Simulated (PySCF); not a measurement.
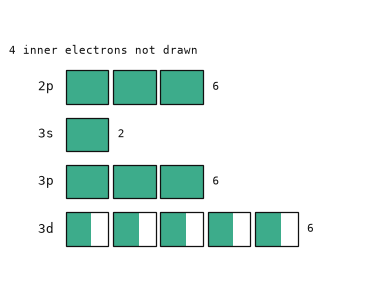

The outer shells of the nominal configuration: a box for each of the 2l + 1 orbitals, shaded by the share of the shell that is filled, with the electron count at the right.

## Cr: atomic calculation

- system: Cr, configuration 1s2 2s2 2p6 3s2 3p6 3d6, multiplicity 5.
- method: unrestricted B2PLYP, x2c-TZVPPall, spin-free X2C-1e, Gaussian nucleus (PySCF)

The input:
```python
from pyscf import gto, scf, dft, mp, cc
import basis_set_exchange as bse
mol = gto.M(atom="Cr 0 0 0", charge=0, spin=4, symmetry="D2h",
            basis=gto.basis.parse(bse.get_basis("x2c-TZVPPall", elements=["Cr"], fmt="nwchem")),
            nucmod="G")
mf = dft.UKS(mol, xc="0.53*HF + 0.47*B88, 0.73*LYP").sfx2c1e()
mf.irrep_nelec = {'Ag': (5, 3), 'B1g': (1, 1), 'B2g': (1, 0), 'B3g': (1, 0), 'B1u': (2, 2), 'B2u': (2, 2), 'B3u': (2, 2)}
mf.kernel()
```

The script is an equivalent of what the driver set up; the driver started from orbitals of its own, so the log can be shorter than this script's would be, and it computed the properties (radii, ⟨L²⟩, response) afterwards. It held the occupations shell by shell, which the script's counts by irreducible representation don't always enforce.

Hardware: 1 CPU thread, shared host.

Log (extracts):
```
damping factor = 0
level_shift factor = 0
DIIS = <class 'pyscf.scf.diis.CDIIS'>
diis_start_cycle = 1
diis_space = 10
diis_damp = 0
SCF conv_tol = 1e-09
SCF conv_tol_grad = None
number electrons alpha = 14  beta = 10
XC functionals = 0.53*HF + 0.47*B88, 0.73*LYP
    A. D. Becke.,  Phys. Rev. A 38, 3098 (1988)
    C. Lee, W. Yang, and R. G. Parr.,  Phys. Rev. B 37, 785 (1988)
    B. Miehlich, A. Savin, H. Stoll, and H. Preuss.,  Chem. Phys. Lett. 157, 200 (1989)
cycle= 1 E= -1050.26614704874  delta_E= -0.00725  |g|= 0.0402  |ddm|= 0.146
cycle= 2 E= -1050.26734885163  delta_E= -0.0012  |g|= 0.0711  |ddm|= 0.0782
cycle= 3 E= -1050.26952709833  delta_E= -0.00218  |g|= 0.0199  |ddm|= 0.0479
cycle= 4 E= -1050.27197289973  delta_E= -0.00245  |g|= 0.0239  |ddm|= 0.0929
cycle= 5 E= -1050.27682275229  delta_E= -0.00485  |g|= 0.023  |ddm|= 0.249
cycle= 6 E= -1050.2769840271  delta_E= -0.000161  |g|= 0.0123  |ddm|= 0.0572
cycle= 7 E= -1050.27778747446  delta_E= -0.000803  |g|= 0.0113  |ddm|= 0.0432
cycle= 8 E= -1050.27578909908  delta_E= 0.002  |g|= 0.0187  |ddm|= 0.212
cycle= 9 E= -1050.2736100427  delta_E= 0.00218  |g|= 0.0388  |ddm|= 0.196
cycle= 10 E= -1050.27643644926  delta_E= -0.00283  |g|= 0.0179  |ddm|= 0.252
[... 40 cycles left out ...]
SCF not converged.
SCF energy = -1050.27557369562 after 50 cycles  <S^2> = 6.4544767  2S+1 = 5.1786008

damping factor = 0
level_shift factor = 0.3
DIIS = <class 'pyscf.scf.diis.CDIIS'>
diis_start_cycle = 1
diis_space = 10
diis_damp = 0
SCF conv_tol = 1e-09
SCF conv_tol_grad = None
number electrons alpha = 14  beta = 10
XC functionals = 0.53*HF + 0.47*B88, 0.73*LYP
    A. D. Becke.,  Phys. Rev. A 38, 3098 (1988)
    C. Lee, W. Yang, and R. G. Parr.,  Phys. Rev. B 37, 785 (1988)
    B. Miehlich, A. Savin, H. Stoll, and H. Preuss.,  Chem. Phys. Lett. 157, 200 (1989)
[... 43 cycles left out ...]
cycle= 44 E= -1050.27595862434  delta_E= -0.000207  |g|= 0.00539  |ddm|= 0.0248
cycle= 45 E= -1050.274923865  delta_E= 0.00103  |g|= 0.0212  |ddm|= 0.118
cycle= 46 E= -1050.27430766757  delta_E= 0.000616  |g|= 0.0237  |ddm|= 0.0676
cycle= 47 E= -1050.27489437782  delta_E= -0.000587  |g|= 0.016  |ddm|= 0.0754
cycle= 48 E= -1050.27500355745  delta_E= -0.000109  |g|= 0.0194  |ddm|= 0.0229
cycle= 49 E= -1050.27501500834  delta_E= -1.15e-05  |g|= 0.0219  |ddm|= 0.00642
cycle= 50 E= -1050.27520271534  delta_E= -0.000188  |g|= 0.0205  |ddm|= 0.022
cycle= 51 E= -1050.27561900993  delta_E= -0.000416  |g|= 0.0186  |ddm|= 0.0509
cycle= 52 E= -1050.2760630559  delta_E= -0.000444  |g|= 0.0181  |ddm|= 0.052
cycle= 53 E= -1050.275
```

Outcome:

- outcome: not converged
- total energy: −1050.2775 hartree
- ⟨S²⟩: 6.358
- ⟨L²⟩: 6.62
- SCF iterations: 170
- CPU time: 30 s (integrals apart)

Diagnosis:

The run did not meet its convergence test in 170 iterations, so its last values are not results. This is not the ground configuration of the species.
